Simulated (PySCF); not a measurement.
# PH2 (SMILES [PH2]) at UCCSD(T)/6-31G(d) (spherical functions)

Aim: the vertical doublet–quartet gap of PH2 at UCCSD(T)/6-31G* (spherical functions), from 2 runs. The job is set up through a Python script.

The results are computed with PySCF 2.14.0.

6 further runs of the same task are left out: 6 set aside as unsound or not needed.

### 1 The structure to begin with

PH2: 3 atoms, total charge 0, spin state doublet. As SMILES, `[PH2]`. The coordinates come from a GFN2-xTB relaxation.

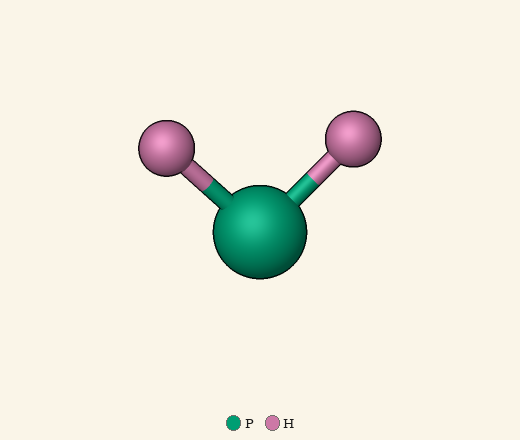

The structure, seen from a chosen angle (phosphorus teal, hydrogen pink).

### 2 A single-point energy at UCCSD(T)/6-31G(d) (spherical functions)

Contents of input.py:

```python
from pyscf import gto, scf, cc

molecule = gto.Mole()
molecule.atom = '''
P        0.514470      -0.302750       0.252680
H        0.111510       1.027360       0.172420
H       -0.625980      -0.724620      -0.425100
'''
molecule.verbose = 4
molecule.max_memory = 1860
molecule.spin = 1
molecule.basis = '6-31g*'
molecule.build()

calc0 = scf.UHF(molecule)
calc0.conv_tol = 1e-10
calc0.kernel()
if not calc0.converged:
    calc0 = calc0.newton().run(calc0.mo_coeff, calc0.mo_occ)

mycc = cc.CCSD(calc0, frozen=5)
mycc.kernel()
e_t = mycc.ccsd_t()
e_tot = mycc.e_tot + e_t
print('E = %.10f Eh' % e_tot)
```

Command:

```console
$ OMP_NUM_THREADS=1 python input.py
```

Standard output:

```text
PySCF version 2.14.0

[INPUT] num. atoms = 3
[INPUT] num. electrons = 17
[INPUT] charge = 0
[INPUT] spin (= nelec alpha-beta = 2S) = 1
[INPUT] symmetry False subgroup None
[INPUT] Mole.unit = angstrom
[INPUT] Symbol           X                Y                Z      unit          X                Y                Z       unit  Magmom
[INPUT]  1 P      0.514470000000  -0.302750000000   0.252680000000 AA    0.972207399305  -0.572114584212   0.477495997155 Bohr   0.0
[INPUT]  2 H      0.111510000000   1.027360000000   0.172420000000 AA    0.210723360150   1.941429031333   0.325826578398 Bohr   0.0
[INPUT]  3 H     -0.625980000000  -0.724620000000  -0.425100000000 AA   -1.182930759455  -1.369333344382  -0.803322575553 Bohr   0.0

nuclear repulsion = 11.6692711396351
number of shells = 12
number of NR pGTOs = 59
number of NR cGTOs = 22
basis = 6-31g*
ecp = {}

[... 61 lines left out ...]
converged SCF energy = -341.847939948184  <S^2> = 0.76257683  2S+1 = 2.0125375
[... 12 lines left out ...]
Init t2, MP2 energy = -0.0845263785651911
[... 12 lines left out ...]
UCCSD converged
[... 2 lines left out ...]
E = -341.9582235256 Eh
```

Wall time 0.58 s (1 thread of Arm Neoverse V2, shared host); peak memory 0.1 GiB.

### 3 The quartet at the same level

Contents of mol.xyz:

```xyz
3

P      0.514470    -0.302750     0.252680
H      0.111510     1.027360     0.172420
H     -0.625980    -0.724620    -0.425100
```

Contents of input.py:

```python
from pyscf import gto, scf, cc

system = gto.M(
    atom='mol.xyz',
    basis='6-31g*',
    max_memory=1860,
    spin=3,
    charge=0,
    verbose=3,
)

mf = scf.UHF(system)
mf.conv_tol = 1e-10
mf.kernel()
if not mf.converged:
    mf = mf.newton().run(mf.mo_coeff, mf.mo_occ)

mycc = cc.CCSD(mf, frozen=5)
mycc.kernel()
e_t = mycc.ccsd_t()
energy = mycc.e_tot + e_t
print(f'total energy: {energy:.8f} hartree')
```

Command:

```console
$ OMP_NUM_THREADS=1 python input.py
```

Standard output:

```text
WARN: HOMO 0.117614920480079 >= LUMO -0.326463425371513

converged SCF energy = -341.632864372056  <S^2> = 3.7555531  2S+1 = 4.0027756
E(UCCSD) = -341.7212915364029  E_corr = -0.08842716434655308
UCCSD(T) correction = -0.00198948412928391
total energy: -341.72328102 hartree
```

Run time: 0.62 s. Hardware: 1 thread of Arm Neoverse V2, shared host; peak memory 0.1 GiB.

### 4 Results

Level: UCCSD(T)/6-31G* (spherical functions), 5 core orbitals frozen.

| quantity | value |
| --- | --- |
| doublet: total energy | -341.95822 Eh |
| doublet: dipole moment (Hartree–Fock density) | 0.87 D |
| doublet: HOMO energy (Hartree–Fock orbitals) (highest over α and β) | -10.18 eV |
| doublet: LUMO energy (Hartree–Fock orbitals) (lowest over α and β) | 1.12 eV |
| doublet: correlation energy (5 core orbitals frozen) | -110.3 mEh |
| doublet: (T) correction | -2.15 mEh |
| doublet: ⟨S²⟩ of the reference determinant | 0.763 |
| doublet: T1 diagnostic | 0.012 |
| quartet: total energy | -341.72328 Eh |
| quartet: dipole moment (Hartree–Fock density) | 0.04 D |
| quartet: HOMO energy (Hartree–Fock orbitals) (highest over α and β) | -4.53 eV |
| quartet: LUMO energy (Hartree–Fock orbitals) (lowest over α and β) | -0.60 eV |
| quartet: correlation energy (5 core orbitals frozen) | -90.4 mEh |
| quartet: (T) correction | -1.99 mEh |
| quartet: ⟨S²⟩ of the reference determinant | 3.756 |
| quartet: T1 diagnostic | 0.016 |
| vertical energy of the quartet above the doublet | 6.393 eV |

At this shape the quartet lies 6.39 eV (147 kcal/mol) above the doublet. The triples (doublet) make up 1.9 % of the correlation energy. Mulliken charges (quartet) of the mean-field density run from -0.07 on H2 to +0.15 on P1; they depend strongly on the basis. The triples (quartet) make up 2.2 % of the correlation energy.
